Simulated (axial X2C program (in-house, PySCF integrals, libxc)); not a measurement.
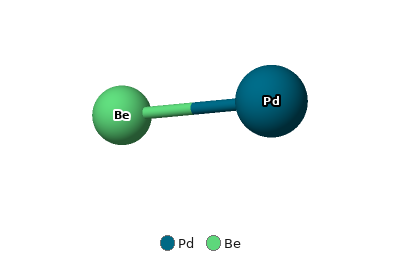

**Figure 1.** The molecule at the reference distance of 1.917 Å.

**Run report: PdBe, relativistic diatomic calculation**

- system: PdBe, single determinant with M_S = 0 and |Λ| = 0.
- method: HF, spin-free X2C-1e, Pd dyall-cv3z, Be dyall-cv3z (cores contracted) (axial X2C program (in-house, PySCF integrals, libxc))

### Output
```
spin-free X2C-1e  HF
basis functions 204  fitting functions 921  grid points 5077
iter        total energy     max residual
   1      -5057.384843763     4.73e-01
   2      -5057.410682231     9.84e-03
   3      -5057.412356258     6.28e-02
   4      -5057.413817987     1.69e-02
   5      -5057.413918713     7.65e-04
   6      -5057.413936309     2.05e-03
   7      -5057.413938630     4.34e-04
   8      -5057.413939139     1.53e-04
   9      -5057.413939215     1.06e-04
  10      -5057.413939227     1.30e-05
  11      -5057.413939228     4.56e-06
  12      -5057.413939228     1.87e-06
converged
one-electron -7080.80035916  Coulomb 2118.24095202  exact exchange -145.64671092  xc functional 0.00000000  nuclear repulsion 50.79217883
correlated 12  virtual 268  natural virtual 90  E(MP2) -0.463184455  MP2 remainder -0.025165945
iter   CCSD correlation   residual
   1     -0.383542219   2.23e-01
   2     -0.400175973   1.15e-01
   3     -0.404366762   3.83e-02
   4     -0.404257012   1.56e-02
   5     -0.404387436   5.60e-03
   6     -0.404489445   2.32e-03
   7     -0.404476992   8.97e-04
   8     -0.404479569   3.07e-04
   9     -0.404485887   1.19e-04
  10     -0.404483713   4.45e-05
  11     -0.404484651   1.41e-05
  12     -0.404484261   4.78e-06
  13     -0.404484256   1.96e-06
(T) -0.025446099953772335  T1 0.0388  D1 0.0733  max T2 0.149
```

### The points of the curve

```tsv
R (Å)	E (hartree)	dipole (D; origin at the first atom, positive when the second is positive)	highest filled (eV)	lowest empty (eV)
1.802	−5057.408033	−1.80	−7.48	0.30
1.859	−5057.411844	−1.68	−7.48	0.31
1.917	−5057.413939	−1.55	−7.49	0.31
1.984	−5057.414751	−1.41	−7.51	0.32
2.051	−5057.414286	−1.27	−7.53	0.33
2.138	−5057.412432	−1.09	−7.56	0.34
```

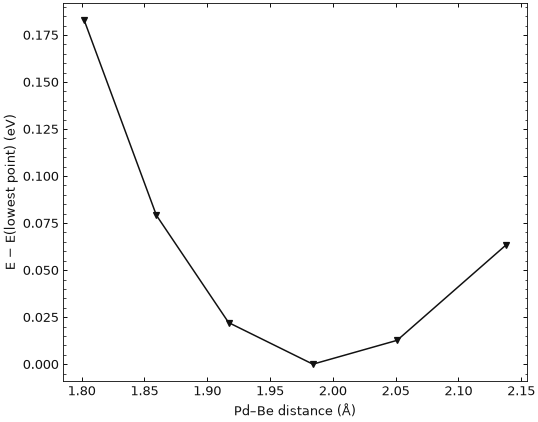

**Figure 2.** Energy at 6 bond lengths, for one set of occupations held fixed; the line joins the points. A polynomial of degree 4 through 6 points gives rₑ = 1.989 Å, ωₑ = 494.1 cm⁻¹, ωₑxₑ = 6.6 cm⁻¹ and Bₑ = 0.5129 cm⁻¹. The minimum lies 0.89 eV below Pd + Be, each computed as one determinant at the same level.

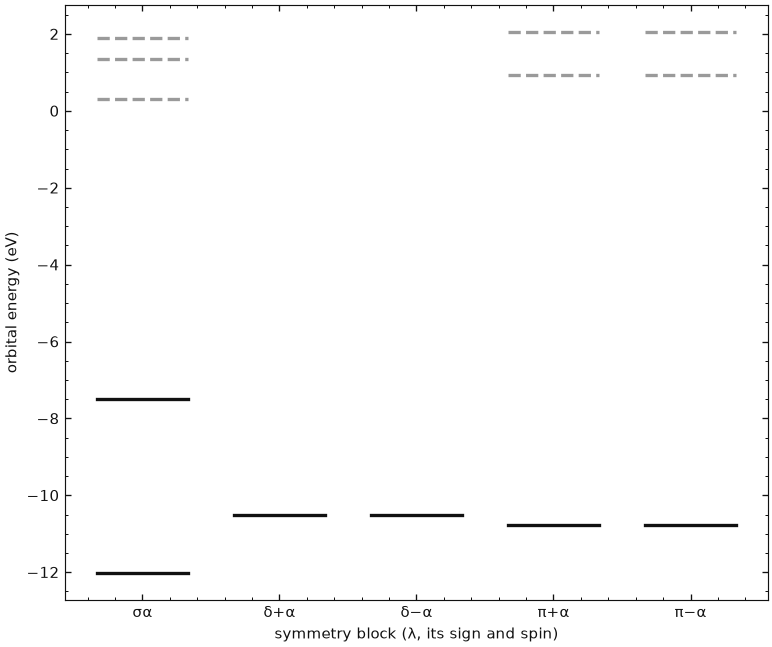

**Figure 3.** Orbital energies near the frontier at 1.92 Å, filled (solid) and empty (dashed); a label such as π−α means λ = −1 and α spin, and the β levels equal the α ones. The highest filled orbital (σα; 48 % Be s, 24 % Pd s) lies at −7.49 eV, the lowest empty one (σα; 34 % Pd p, 34 % Be p) at 0.31 eV.

### Input
```
{"zs": [46, 4], "q": 0, "bas": ["dyall-cv3z", "dyall-cv3z"], "levels": ["PBE0", "HF", "r2SCAN0"], "cc": true, "r0": 2.22, "thr": -2.0, "nmax": 90, "npts": 10, "nst": 2, "ntry": 6}
```

The line is the task of a batch: nuclear charges, charge, bases, the levels to run, a first guess of the distance and further settings. This report covers HF without spin-orbit coupling. The log is that of the reference distance 1.917 Å.

Launched within a batch (the task file carries these settings):
```bash
python <driver script> task.json out
```

### Summary

- outcome: converged
- bond length rₑ: 1.989 Å
- ωₑ: 494.1 cm⁻¹
- energy at the minimum: −5057.41476 hartree
- depth below the fragments: 0.89 eV
- hardware: 1 thread of Intel Xeon @ 2.60GHz (Ice Lake), 24 GiB of memory available, shared host
- wall time: 2.6 s
- peak memory: 0.76 GiB

### Notes

Hartree–Fock lacks correlation, so it usually binds too weakly. Caveats: 6 of the 10 points asked for were kept.
